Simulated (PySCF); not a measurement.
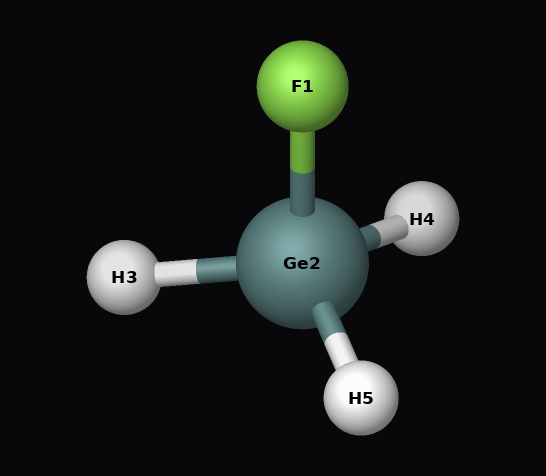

The computed structure is the end point of a GFN2-xTB optimisation. No frequency run is at hand to confirm it as a minimum. Method: B3LYP/pcJ-1 (pcSseg-1 on Ge) indirect spin-spin coupling, non-relativistic, gas phase (PySCF 2.14.0). Isotopes: 19F, 1H.

Give the spin–spin coupling constants of these pairs, with the number of bonds between them: F1/H5, F1/H3, F1/H4, H3/H5, H3/H4, H4/H5.

| pair | bonds apart | J (Hz) |
| --- | --- | --- |
| F1, H5 | 2 | 36.4 |
| F1, H3 | 2 | 36.5 |
| F1, H4 | 2 | 36.4 |
| H3, H5 | 2 | 25.5 |
| H3, H4 | 2 | 25.5 |
| H4, H5 | 2 | 25.6 |

Density functionals are unreliable for couplings to fluorine, so those rows may be far off.

The geometry is semi-empirical. Around Ge such bond lengths and angles can be off by a tenth of an ångström or more and by several degrees, and values that hang on the shape move with them.
